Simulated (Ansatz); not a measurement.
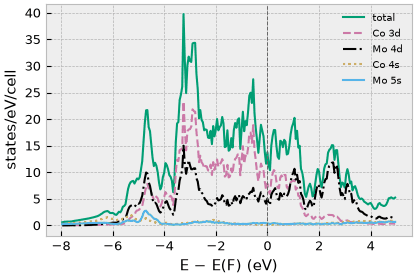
*Total and projected density of states of Co7Mo6 in space group R-3m (No. 166; Pearson symbol hR13), PBEsol in the plane-wave PAW code Ansatz*

Which orbitals carry the states next to the Fermi level?

Within 0.5 eV of the Fermi level: Co 3d 59 %, Mo 4d 35 %. Projections are on Löwdin-orthogonalised atomic valence shells; empty p or d shells of many metals are not among them.

Where is the tallest occupied peak in this window, and what makes it?

Near -3.2 eV, about 40 states/eV per cell; the largest projected share is Co 3d.

The first step of the workflow began from a Materials Project structure, measured or hypothetical; the Crystallography Open Database files this formula in space group No. 166, but the cells were not matched. Its standing as an ambient phase is unchecked. Symmetry was held in the PBEsol relaxation; whether a distortion lowers the energy is not shown. The final state is ferromagnetic, the only order run, not a proven ground state. Spin–orbit coupling is left out wherever it is not named.

Potentials: the later of the program's two PAW sets.
